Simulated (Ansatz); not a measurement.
# C2H8Si2: vertical spin-state energies, by script

The task is vertical spin-state energies, for C2H8Si2. SMILES: [SiH3]C=C[SiH3].

Program: the Python package of Ansatz 0.2.0. Level of theory: B3LYP/cc-pVTZ. These are calculated values, not measurements.

## 1. Starting point

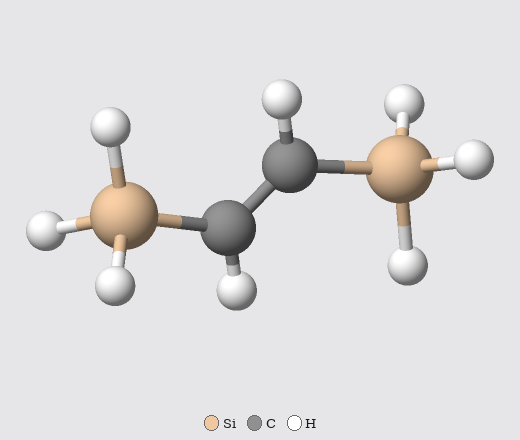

The starting structure, viewed from a chosen angle; silicon light orange, carbon grey, hydrogen white.

Input file c2h8si2.xyz:

```xyz
12

Si   -0.52420    2.16950    0.20090
C    -0.55000    0.37520    0.11350
C     0.49830   -0.38890   -0.13510
Si    0.63150   -2.21610   -0.19960
H    -1.04290    2.64220    1.50870
H     0.78850    2.77290   -0.05210
H    -1.47190    2.74170   -0.84000
H    -1.48590   -0.04500    0.27830
H     1.51310    0.06670   -0.24970
H     1.48580   -2.75050    0.86040
H    -0.81400   -2.76910    0.06530
H     1.04870   -2.65380   -1.51650
```

## 2. The script

File run_spin.py:

```python
"""Vertical spin-state energies of C2H8Si2."""

import ansatz as az

system = az.Crystal.molecule_from_extxyz("c2h8si2.xyz")

model = (
    system.calculation()
    .basis(gaussian="cc-pVTZ")
    .functional("b3lyp")
)
found = {}
for unpaired in [0, 2]:
    rep = model.spin("collinear", total=unpaired).run(threads=1, pin="off").report
    s = unpaired / 2
    found[unpaired] = rep["free_energy_ev"]
    print(f"2S+1 = {unpaired + 1}: E = {found[unpaired]:.5f} eV, <S^2> = {abs(rep['mean_field']['state']['spin_squared']):.3f} (pure state {s * (s + 1):.2f})")
lowest = min(found, key=found.get)
for unpaired, e in found.items():
    print(f"multiplicity {unpaired + 1}: {96.485332 * (e - found[lowest]):.1f} kJ/mol above the lowest")
```

## 3. The calls as engine input

The engine receives this input (first run):

```yaml
crystal:
  periodic: [false, false, false]
  atoms:
    - { symbol: Si, position_ang: [-0.5242, 2.1695, 0.2009] }
    - { symbol: C, position_ang: [-0.55, 0.3752, 0.1135] }
    - { symbol: C, position_ang: [0.4983, -0.3889, -0.1351] }
    - { symbol: Si, position_ang: [0.6315, -2.2161, -0.1996] }
    - { symbol: H, position_ang: [-1.0429, 2.6422, 1.5087] }
    - { symbol: H, position_ang: [0.7885, 2.7729, -0.0521] }
    - { symbol: H, position_ang: [-1.4719, 2.7417, -0.84] }
    - { symbol: H, position_ang: [-1.4859, -0.045, 0.2783] }
    - { symbol: H, position_ang: [1.5131, 0.0667, -0.2497] }
    - { symbol: H, position_ang: [1.4858, -2.7505, 0.8604] }
    - { symbol: H, position_ang: [-0.814, -2.7691, 0.0653] }
    - { symbol: H, position_ang: [1.0487, -2.6538, -1.5165] }
basis:
  gaussian:
    orbitals: cc-pVTZ
hamiltonian:
  xc: b3lyp
magnetization:
  spin_polarized: true
  initial_magnetization: 0.0
```

## 4. Running it

Command:

```bash
$ python run_spin.py
```

Log:

```text
2S+1 = 1: E = -17961.22772 eV, <S^2> = 0.000 (pure state 0.00)
2S+1 = 3: E = -17957.05170 eV, <S^2> = 2.007 (pure state 2.00)
multiplicity 1: 0.0 kJ/mol above the lowest
multiplicity 3: 402.9 kJ/mol above the lowest
```

Wall time 50 s (1 thread of Arm Neoverse V1, shared host); peak memory 0.78 GiB.

## 5. Inputs of later runs

The engine's inputs for the other runs:

Run 2, against run 1:

```diff
@@ -23 +23 @@
-  initial_magnetization: 0.0
+  initial_magnetization: 2.0
```

Lines on the test bed's own set-up are left out of the output.

## 6. The runs side by side

From the records of these 2 runs:

```tsv
run	2S+1	energy from run 1 (eV)	<S²>	SCF cycles	CPU time (s)
1	1	0.0000	0.00	16	22
2	3	4.1760	2.01	26	27
```

## 7. Summary of results

| quantity | value |
| --- | --- |
| runs compared | 2 |
| lowest | run 1 (2S+1 = 1) |
| next above it by | 4.176 eV |

In order: multiplicity 1 (+0.00 eV) and multiplicity 3 (+4.18 eV), all at the one geometry. Reading the output:
- The geometry is a force-field or estimated start, not a minimum of this method, and the basis set is short of its limit. All parts are taken at fixed geometry, without zero-point energy.
- b3lyp holds the VWN-RPA fit, as in Gaussian; the form of ORCA and Turbomole is b3lyp5.
